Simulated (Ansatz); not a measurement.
# MoS2 (P6_3/mmc): G0W0 under other settings

Aim: change settings of a G0W0 run on MoS2 (P6_3/mmc) and see what moves.

Program: Ansatz 0.2.0. Level of theory: G0W0 on PBE, plane waves, PAW. Results are calculated unless marked as measured.

The database entry behind the starting cell differs from later determinations by our own check (about 0.3 % long), so it need not match the best structure at ambient conditions.

## (1) Starting point

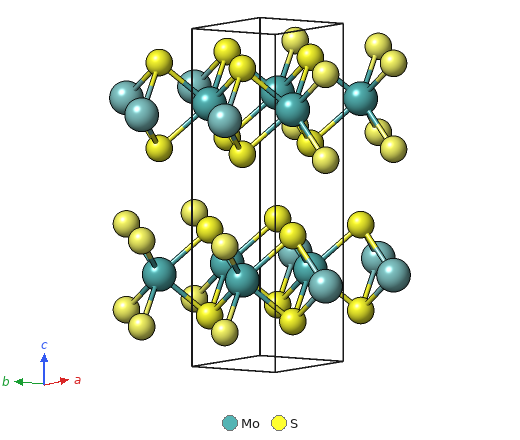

The cell as given, from a free direction (molybdenum teal, sulfur yellow). 2×2×1 cells are drawn. Some periodic images of atoms are drawn too.

Structure file:

```cif
data_structure
_symmetry_space_group_name_H-M 'P 1'
_symmetry_Int_Tables_number 1
_cell_length_a 3.1690
_cell_length_b 3.1690
_cell_length_c 12.3240
_cell_angle_alpha 90.000
_cell_angle_beta 90.000
_cell_angle_gamma 120.000
_cell_volume 107.18
loop_
_atom_site_label
_atom_site_type_symbol
_atom_site_fract_x
_atom_site_fract_y
_atom_site_fract_z
_atom_site_occupancy
Mo1 Mo 0.33333 0.66667 0.25000 1
Mo2 Mo 0.66667 0.33333 0.75000 1
S3 S 0.33333 0.66667 0.62300 1
S4 S 0.66667 0.33333 0.12300 1
S5 S 0.33333 0.66667 0.87700 1
S6 S 0.66667 0.33333 0.37700 1
```

The cell and positions come from the Crystallography Open Database and are kept as given unless a step says otherwise. The default PAW set here is soft_2. Its files were made with PBE.

## (2) The base run: 6×6×2 mesh, 394 empty bands, screening to 138 eV

G0W0 replaces the xc potential by the self-energy, built once from these orbitals. Only a window of levels is corrected, while the sums run over the empty bands that the input names.

input.yaml

```yaml
crystal:
  lattice:
    - [3.169, 0.0, 0.0]
    - [-1.5845, 2.7444345046, 0.0]
    - [0.0, 0.0, 12.324]
  atoms:
    - { symbol: Mo, position: [0.3333333333, 0.6666666667, 0.25] }
    - { symbol: Mo, position: [0.6666666667, 0.3333333333, 0.75] }
    - { symbol: S, position: [0.3333333333, 0.6666666667, 0.623] }
    - { symbol: S, position: [0.6666666667, 0.3333333333, 0.123] }
    - { symbol: S, position: [0.3333333333, 0.6666666667, 0.877] }
    - { symbol: S, position: [0.6666666667, 0.3333333333, 0.377] }
kpoints:
  mp_grid: { grid: [6, 6, 2] }
hamiltonian:
  xc: pbe
scf:
  occupations: { method: fixed }
gw:
  n_empty_bands: 394
  ecut_chi: 138
  qp_bands: [v2, c2]
  qp_kpoints: band_edges
  screening: { model: contour_deformation }
```

Started as:

```sh
$ ansatz run input.yaml --threads 3 --pin off --max-ram 64512MiB --backend cuda --events-out ev --progress --plain --runs-dir out --devices 1 --max-vram 24GiB  # rebuilt from the run's record
```

Numbers of over 12 decimals in the logs are rounded to 6 here.

Output:

```text
GPUs: using 1 of 1 available (devices: 1).
Engine: ansatz 0.2.0, x86_64-unknown-linux-gnu
Pseudopotentials: kind: paw
Pseudopotential: Mo, paw, valence charge 14, recommended cutoff 420 eV (normal), Mo.paw.azcp
Pseudopotential: S, paw, valence charge 6, recommended cutoff 420 eV (normal), S.paw.azcp
Functional definition: PBE
  parameter kappa = 0.804
  parameter beta = 0.066725
  exchange = pbe_x(kappa = kappa, mu = beta*pi^2/3)
  correlation = pbe_c(beta = beta)
device memory: the entry about to start is reckoned to put 1.1 GiB on a device that reports 71.1 GiB free (of which the cap on the GPU budget leaves the run 24.0 GiB)
GPU FFT provider: cuFFT
GPU libraries: cuBLAS 13.8.2, cuFFT 12.4.0, cuSOLVER 12.3.4
Crystal: 6 atoms, lattice volume = 107.183 Å³
Basis set: ecut = 420 eV, 2081 PW (Γ)
Bands: 32, of which v1, the nominal top of the filled ones, is band 26 counted from 1 (25 counted from 0)
Symmetry: 24 space group operations
Space group: P63/mmc (ITA 194), of the structure as read, at distance tolerance 4.8e-5 Å
k-points: 14 of 72
Non-local potential: Mo, projectors of the file, l = 0: 3, l = 1: 2, l = 2: 2, l = 3: 1
Non-local potential: S, projectors of the file, l = 0: 2, l = 1: 2, l = 2: 2
PAW form: soft (Blöchl's): semilocal exchange-correlation on the pseudo side does not see the compensation charge
PAW one-centre angular grid: Mo, 590 points (default); XC on 64 Gauss nodes
PAW one-centre angular grid: S, 110 points (default); XC on 64 Gauss nodes
Initial density: superposition of atomic densities (neutral atoms: chi_scale 0, normalization atom), corrected by the library's trained network
Initial wavefunctions: pseudopotential atomic-orbital guess
GPU buffer pool allocated for 51840 grid points (all kernels)
GPU transforms: local potential and band sums: pruned to the plane-wave sphere, on 24×24×90
Functional: x = pbe(κ = 0.804, μ = 0.219515), c = pbe(β = 0.066725)
SCF iter   1: F=—  HF=-13525.526697 eV  |F-HF|=—  |Δ(HF+E_count)|=         —  Δρ=5.46e-3  dr2=7.41e-3  ethr=1.77e-3  ⟨swp⟩=5.0  Hψ=1664  notcnv=0  defer=42
preconditioner: auto → Resta (q_TF=auto, 2.418 Å⁻¹)  ε∞=8.7  [insulator: Δε(μ)=0.887 eV  Ē_g=7.751 eV  n_scr=26 (ndim 8)  ℏωp=21.5 eV  f_vac=0.016  ε∞_Penn≈8.7]
SCF iter   2: F=—  HF=-13525.535933 eV  |F-HF|=—  |Δ(HF+E_count)|=   9.24e-3  Δρ=3.13e-3  dr2=2.37e-3  ethr=1.42e-5  ⟨swp⟩=2.0  Hψ=843  notcnv=0  defer=54
SCF iter   3: F=—  HF=-13525.540700 eV  |F-HF|=—  |Δ(HF+E_count)|=   4.77e-3  Δρ=4.94e-4  dr2=6.38e-4  ethr=4.55e-6  ⟨swp⟩=2.0  Hψ=698  notcnv=0  defer=54
SCF iter   4: F=—  HF=-13525.540635 eV  |F-HF|=—  |Δ(HF+E_count)|=   6.54e-5  Δρ=1.15e-4  dr2=1.09e-5  ethr=1.23e-6  ⟨swp⟩=2.1  Hψ=557  notcnv=0  defer=35
[...]
E_band       = -312.442293
  E_kinetic    = 1312.080568
  E_local      = -3923.171117  (includes V_loc(G=0)·N_el)
  E_nonlocal   = 398.377367
  E_hartree    = 1508.576741
  E_xc         = -757.133550
  E_vxc        = -810.200444  (∫ρ·V_xc dr)
  E_paw        = -8803.054294  (= ΣΔE_a)
  E_vpaw       = -306.678742  (= ΣTr[D̂ρ^β])
  E_aug_tail   = 0.000083  (compensation charges beyond the density's cutoff)
  E_ewald      = -3261.216446
  E_smearing   = -0.000000  (= −TS)
  E_closure    = 0.000000  (closes the sum)
  Σ components = -13525.540647   (vs F -13525.540647, Δ=0.00e0)
--- Band table (eV; the first three rows and the last of 14) ---
  k-point 0: bands = [... 22 lower, 8.7669, 9.7117, 9.7496, 10.8968, 12.9944, 12.9944, 13.0224, 13.0224, ... 2 higher]
  k-point 1: bands = [... 22 lower, 8.7436, 8.7436, 10.6302, 10.6302, 12.9998, 12.9998, 12.9998, 12.9998, ... 2 higher]
  k-point 2: bands = [... 22 lower, 8.8399, 9.7099, 9.7325, 10.1259, 12.3854, 12.7493, 12.7590, 12.9531, ... 2 higher]
  k-point 13: bands = [... 22 lower, 8.0256, 8.0256, 10.2018, 10.2018, 11.9456, 11.9456, 13.1987, 13.1987, ... 2 higher]
--- G₀W₀: contour deformation, 7 samples at zero and on the imaginary axis and 1 off it, 72 q-points, 394 empty bands' worth ---
  eigenvalues of the whole cell's RPA ε∞ on this k-mesh (on a slab, of 1 + 4πα/V) = 6.2347, 15.0772, 15.0772; static W/v taken at q = 0 is 0.069250
  gw.qp_kpoints: band_edges: 12 of 14 stored k-points solved, in 1 pass; an edge of the gap read off the rows below is read off those points alone
    valence top: of the k-points left out ik 7 came nearest to being solved in a further pass, in band 25 (counted from 1, as in the quasiparticle table): it holds the edge there only if its correction is more favourable than any solved in that band by at least 1.282 eV; those differ by 0.405 eV
    conduction bottom: of the k-points left out ik 5 came nearest to being solved in a further pass, in band 27 (counted from 1, as in the quasiparticle table): it holds the edge there only if its correction is more favourable than any solved in that band by at least 0.670 eV; those differ by 0.249 eV
    ik  band        ε_KS         Σx   Σc(E_QP)       V_xc       Z   E_QP_lin       E_QP  E_QP is
     0    25      9.7496   -18.6978     1.0221   -17.5874  0.7293     9.6612     9.6614  root
     0    26     10.8968   -19.7402     0.5041   -19.1818  0.7366    10.8425    10.8425  root
     0    27     12.9944   -13.7864    -4.3541   -18.5169  0.7389    13.3737    13.3708  root
     0    28     12.9944   -13.7864    -4.3541   -18.5169  0.7389    13.3737    13.3708  root
     1    25     10.6302   -19.4298     0.7693   -18.5535  0.7382    10.5231    10.5233  root
     1    26     10.6302   -19.4298     0.7693   -18.5535  0.7382    10.5231    10.5233  root
     1    27     12.9998   -13.7331    -4.3494   -18.4521  0.7386    13.3722    13.3694  root
     1    28     12.9998   -13.7331    -4.3494   -18.4521  0.7386    13.3722    13.3694  root
[...]
13    25     10.2018   -19.2682     0.4504   -18.8105  0.7376    10.1944    10.1944  root
    13    26     10.2018   -19.2682     0.4504   -18.8105  0.7376    10.1944    10.1944  root
    13    27     11.9456   -16.1207    -3.9845   -20.5422  0.7317    12.3858    12.3826  root
    13    28     11.9456   -16.1207    -3.9845   -20.5422  0.7317    12.3858    12.3826  root
[key lines of the parts left out:]
SCF converged after 7 iterations
Free energy (F): -13525.540647 eV
Fermi energy:    10.896774 eV
```

It took 16 s on 1 × NVIDIA H100 80GB HBM3 (shared by 3 runs) with 3 threads of AMD EPYC 7R13 (Zen 3), shared host; peak memory 1.7 GiB.

This step gave:

| Property | Result |
| --- | --- |
| bands summed | 420 |
| RPA ε∞ on this mesh (eigenvalues) | 6.235, 15.08, 15.08 |
| plane waves in the screening matrix | 341 |
| q-points in the mesh | 72 |
| G0W0 gap on the mesh | 1.235 eV |
| k of the valence top | 0, 0, 0 |
| k of the conduction bottom | 0.1667, 0.1667, 0 |
| starting gap on the mesh | 0.8857 eV |
| Z at the valence top | 0.7366 |
| Z at the conduction bottom | 0.7472 |
| least direct G0W0 gap on the computed points | 2.086 eV |

The gap on the mesh goes from 0.89 eV to 1.24 eV, a correction of +0.35 eV. Between the two edge states, bare exchange in place of the xc potential would open the gap by 4.75 eV, and correlation takes back 4.40 eV.

## (3) Variant: accuracy level

Changes to input.yaml since step 2:

```diff
@@ -19,4 +19,4 @@
 gw:
-  n_empty_bands: 394
-  ecut_chi: 138
+  n_empty_bands: 243
+  ecut_chi: 100
   qp_bands: [v2, c2]
@@ -24 +24,2 @@
   screening: { model: contour_deformation }
+accuracy: low
```

Output:

```text
settings of this run that can trade accuracy for cost: accuracy: low. Do not mix this run's numbers with those of runs without the same settings; the input reference describes each key
GPUs: using 1 of 1 available (devices: 1).
[...]
GPU FFT provider: cuFFT
GPU libraries: cuBLAS 13.8.2, cuFFT 12.4.0, cuSOLVER 12.3.4
Crystal: 6 atoms, lattice volume = 107.183 Å³
Basis set: ecut = 420 eV, 2081 PW (Γ)
Bands: 32, of which v1, the nominal top of the filled ones, is band 26 counted from 1 (25 counted from 0)
[... 1 set-up line as in the run before ...]
[...]
k-points: 14 of 72
[...]
GPU buffer pool allocated for 51840 grid points (all kernels)
[...]
SCF iter   1: F=—  HF=-13525.526697 eV  |F-HF|=—  |Δ(HF+E_count)|=         —  Δρ=5.46e-3  dr2=7.41e-3  ethr=1.77e-3  ⟨swp⟩=5.0  Hψ=1664  notcnv=0  defer=42
[...]
SCF iter   7: F=-13525.540647 eV  HF=-13525.540647 eV  |F-HF|=7.09e-10  |Δ(HF+E_count)|=   5.96e-8  Δρ=2.23e-6  dr2=6.40e-9  ethr=1.92e-10  ⟨swp⟩=4.9  Hψ=1310  notcnv=0
SCF 1 converged in 7 iterations: F = -13525.540647 eV  dr2 = 6.40e-9
[...]
NSCF: frozen V_eff on 14 k-points, pencils in batches of 32, up to order 128
[...]
NSCF: frozen V_eff on 14 k-points
G₀W₀ screening: q 1/14
[... further progress lines ...]
SCF converged after 7 iterations
Free energy (F): -13525.540647 eV
[...]
Internal energy: -13525.540647 eV  (E = F + TS)
E sigma→0 (E₀):  -13525.540647 eV
Fermi energy:    10.896774 eV
[...]
--- Band table (eV; the first three rows and the last of 14) ---
  k-point 0: bands = [... 22 lower, 8.7669, 9.7117, 9.7496, 10.8968, 12.9944, 12.9944, 13.0224, 13.0224, ... 2 higher]
  k-point 1: bands = [... 22 lower, 8.7436, 8.7436, 10.6302, 10.6302, 12.9998, 12.9998, 12.9998, 12.9998, ... 2 higher]
  k-point 2: bands = [... 22 lower, 8.8399, 9.7099, 9.7325, 10.1259, 12.3854, 12.7493, 12.7590, 12.9531, ... 2 higher]
  k-point 13: bands = [... 22 lower, 8.0256, 8.0256, 10.2018, 10.2018, 11.9456, 11.9456, 13.1987, 13.1987, ... 2 higher]
[...]
bands read: the sum over 269 bands ends inside a degenerate multiplet in 7 slots, whose members it reads at an even weight; the widest, k=1: bands 269 to 270 (counted from 1) at 1/2 each
[...]
0    25      9.7496   -18.6978     1.1476   -17.5874  0.7320     9.7868     9.7868  root
     0    26     10.8968   -19.7402     0.6609   -19.1818  0.7392    10.9991    10.9993  root
     0    27     12.9944   -13.7864    -4.2037   -18.5169  0.7405    13.5271    13.5212  root
     0    28     12.9944   -13.7864    -4.2037   -18.5169  0.7405    13.5271    13.5212  root
     1    25     10.6302   -19.4298     0.9236   -18.5535  0.7407    10.6775    10.6775  root
     1    26     10.6302   -19.4298     0.9236   -18.5535  0.7407    10.6775    10.6775  root
     1    27     12.9998   -13.7331    -4.1990   -18.4521  0.7403    13.5256    13.5198  root
     1    28     12.9998   -13.7331    -4.1990   -18.4521  0.7403    13.5256    13.5198  root
[...]
13    25     10.2018   -19.2682     0.5938   -18.8105  0.7397    10.3376    10.3379  root
    13    26     10.2018   -19.2682     0.5938   -18.8105  0.7397    10.3376    10.3379  root
    13    27     11.9456   -16.1207    -3.8435   -20.5422  0.7348    12.5295    12.5236  root
    13    28     11.9456   -16.1207    -3.8435   -20.5422  0.7348    12.5295    12.5236  root
```

It took 11 s on 1 × NVIDIA H100 80GB HBM3 (shared by 3 runs) with 3 threads; peak memory 1.3 GiB.

The G0W0 gap on the mesh is 1.207 eV.

Against the base:

```csv
setting,base,variant
empty bands,394,243
screening cutoff (eV),138,100
accuracy,-,low
```

```csv
quantity,variant,base
starting gap on the mesh,0.886,0.886
G0W0 gap on the mesh,1.207,1.235
least direct G0W0 gap on the computed points,2.079,2.086
Z at the valence top,0.739,0.737
Z at the conduction bottom,0.749,0.747
```

## (4) Results

| Quantity | Value |
| --- | --- |
| base | 1.24 eV, 16 s |
| accuracy level | 1.21 eV, 11 s |

Accuracy level: the gap moves by −0.03 eV. The variant differs from the base in empty bands, screening cutoff and accuracy together, so the change can't be laid to one of them. All runs here use a coarse mesh and modest cutoffs; they test settings and are not final values. The 6×6×2 mesh is coarse for this cell (its supercell is 19 Å along the shortest edge). The RPA ε∞ on it, from the PBE start, is 6.23 and 15.08; such meshes misread the long-range screening, most where the gap is narrow. The many-body steps are scalar-relativistic: spin-orbit coupling is not in them.

[Paths, hosts, dates, memory and timing lines, banners, echoed tables and standing remarks are left out of the program output.]

[Logs are printed without paths, hosts, clocks, repeated set-up lines and the standing remarks that a program may print on its own settings, such as how far it seeks lower states.]

[Runs of the session that timed out or met a known fault of the program may be left out.]

[Cells called generated may have been cut or substituted from an entry of the Crystallography Open Database or the Materials Project.]

[Hosts, paths, dates, database ids (printed as entryN), source tags and the programs' standing remarks are cut or masked in the printed files.]
